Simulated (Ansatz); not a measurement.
System: BCl2HSi.

```xyz
5

B    -0.1650    0.8866    0.0698
Cl    0.9434   -1.8158   -0.1883
Cl    0.1871    1.8674   -1.3560
Si    1.4277   -0.0627    0.9349
H    -1.3026    0.8354    0.4115
```

Geometry: B3LYP-D3(BJ)/6-311G**.

Level of theory: isolated molecule in a Gaussian basis; Kohn-Sham density functional theory, functional PBE0 (Ansatz).

Question: What can the converged electron density and electron localisation function tell about the bonding?

Answer: B–Cl (1.77 Å): ρ at the midpoint is about 1.3 e/Å³; the ELF peaks at about 0.90 between the atoms: a polar covalent bond.
Si–B (2.05 Å): ρ is about 0.8 e/Å³ halfway; the ELF peaks at about 1 between the atoms; a covalent bond.
B–H (1.19 Å): the density is about 1.3 e/Å³ at the midpoint; the ELF climbs to about 1 towards the hydrogen, as it does in any bond to H: an ordinary covalent bond to hydrogen.

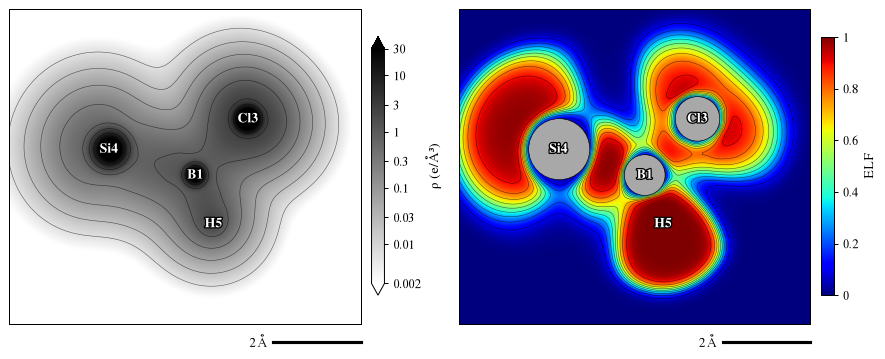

Computed electron density and electron localisation function on the plane of atoms Cl3, B1 and Si4, in this order. Grey discs cover the atomic cores in the ELF map. 
